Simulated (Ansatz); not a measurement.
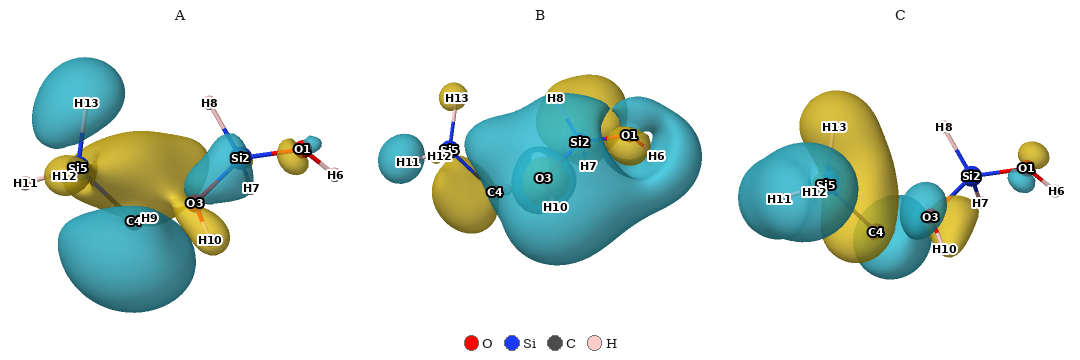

Figure 1: CH₈O₂Si₂. Three frontier orbitals at ±0.06 Å⁻³ᐟ² (yellow and cyan are the two phases), in no order.

Theory: RKS B3LYP/cc-pVDZ in Ansatz 0.2.0.

```xyz
13

O    -0.5974    2.3213    2.0772
Si   -0.8328    0.9410    1.1605
O     0.2641    0.9916   -0.2098
C     0.0101   -0.2656   -1.2856
Si    1.2018   -1.6225   -0.8161
H    -1.1816    3.0730    1.9071
H    -2.2129    0.8861    0.6108
H    -0.3571   -0.2245    1.9240
H    -1.0624   -0.4787   -1.1073
H     0.3162    1.7834   -0.7637
H     0.8785   -2.7465   -1.7587
H     2.6125   -1.1710   -1.0633
H     1.2208   -2.2222    0.5784
```

> Which picture is the HOMO−1, the HOMO and the LUMO?

C is the HOMO−1 (−8.01 eV). Its weight (Hirshfeld) is mainly on Si5 (about 30 %), C4 (about 25 %), H12 (about 15 %), H9 (about 10 %), H11 (about 5 %) and H13 (about 5 %). A is the HOMO (−4.77 eV). Its weight (Hirshfeld) is mainly on C4 (about 65 %) and Si5 (about 15 %). B is the LUMO (−0.56 eV). Its weight (Hirshfeld) is mainly on Si2 (about 25 %), H10 (about 15 %), O3 (about 15 %), C4 (about 15 %), O1 (about 10 %) and H6 (about 5 %).

> What is the HOMO–LUMO gap?

4.21 eV between the orbital energies.
